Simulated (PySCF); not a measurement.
# FHO3W: the cost of one run

Programs: PySCF 2.14.0. All values are calculated, for the isolated system unless a continuum is named. Atoms count from 0, parts from 1.

## Step 1: The system as given

Each species was relaxed by itself at PBE0-D3(BJ)/def2-SVP.

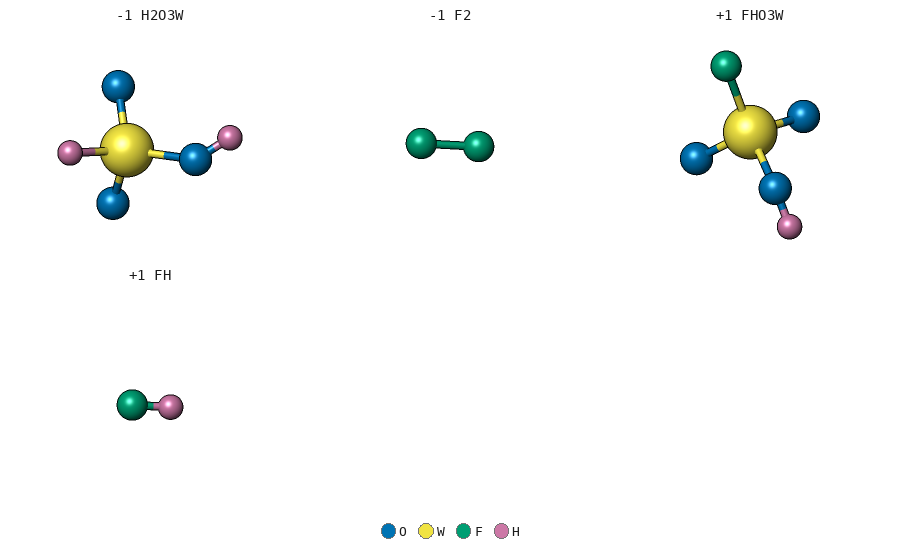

The species at one scale (oxygen blue, tungsten yellow, fluorine teal, hydrogen pink).

## Step 2: Energies of the species: PBE0-D3(BJ)/def2-TZVPD

The job: settings as JSON, then the geometry in Å.

```
{"job": {"kind": "react", "xc": "PBE0", "basis": "def2-TZVPD", "disp": "d3bj"}, "charge": 0, "multiplicity": 1}
-1 H2O3W charge 0 multiplicity 1
O     -1.473040    -0.721750    -0.834850
W     -0.334800    -0.051260     0.234480
O     -0.338340    -0.958500     1.672930
O      1.377130     0.238010    -0.472140
H     -1.056210     1.435460     0.704620
H      1.825400     0.058100    -1.304890

-1 F2 charge 0 multiplicity 1
F      0.630030    -0.215620    -0.174080
F     -0.630030     0.215620     0.174080

+1 FHO3W charge 0 multiplicity 1
O      0.355850    -1.283520    -1.269950
W     -0.164120    -0.407640     0.088990
O      0.848920    -0.893080     1.362620
O      0.087010     1.411810    -0.230340
F     -1.935560    -0.841280     0.487240
H      0.807900     2.013730    -0.438530

+1 FH charge 0 multiplicity 1
F      0.443980    -0.065110    -0.101760
H     -0.443980     0.065110     0.101760
```

Level: PBE0-D3(BJ)/def2-TZVPD reaction energy of separated species, gas phase.

Launch:

```console
> OMP_NUM_THREADS=1 python cluster_run.py task.json out
```

One launch serves the whole session: the jobs run in the order shown.

**Question.** How long does this first job take on 1 thread of Arm Neoverse V2, shared host, and how much memory does it need?

About 16 s, with a peak of 0.62 GiB.
